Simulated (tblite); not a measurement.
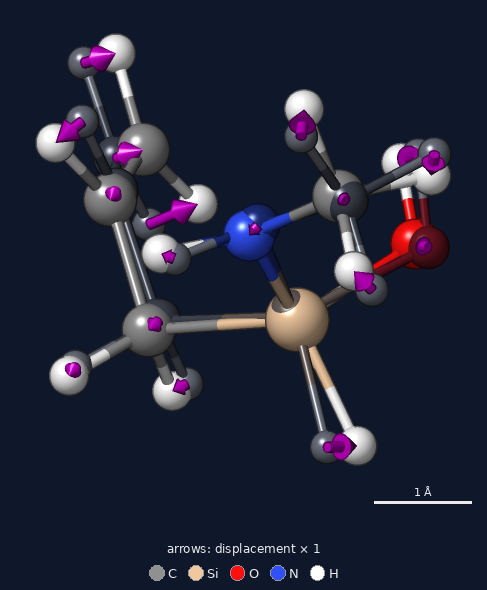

This is a relaxation of C₄H₁₁NOSi. The starting structure is drawn faded, the final one solid; purple arrows show the displacements, at their true length. The two geometries are superimposed by the best rigid fit.

A ball-and-stick model, seen from a free direction.

The calculation used GFN2-xTB geometry optimisation, gas phase in tblite. 

Q: Which element moves most?

A: Hydrogen: up to 0.64 Å, against 0.40 Å for carbon.

Q: Describe the change and its energy.

A: An H atom moves most after the best rigid fit: 0.64 Å. Largest moves by element: H 0.64 Å, C 0.40 Å, O 0.21 Å, N 0.14 Å, Si 0.06 Å. Some distances before and after: O–Si 1.663 → 1.626 Å, C–C 1.354 → 1.323 Å, C–Si 1.887 → 1.911 Å, N–Si 1.698 → 1.722 Å. Among the angles between lasting bonds that change: N–Si–H 107.0° → 117.7°, Si–N–H 108.0° → 118.4°, O–Si–H 109.0° → 100.0°. Groups turn about O–Si by about 20°, C–C by about 20°. The energy falls by 7.80 kcal/mol in 118 geometry steps.
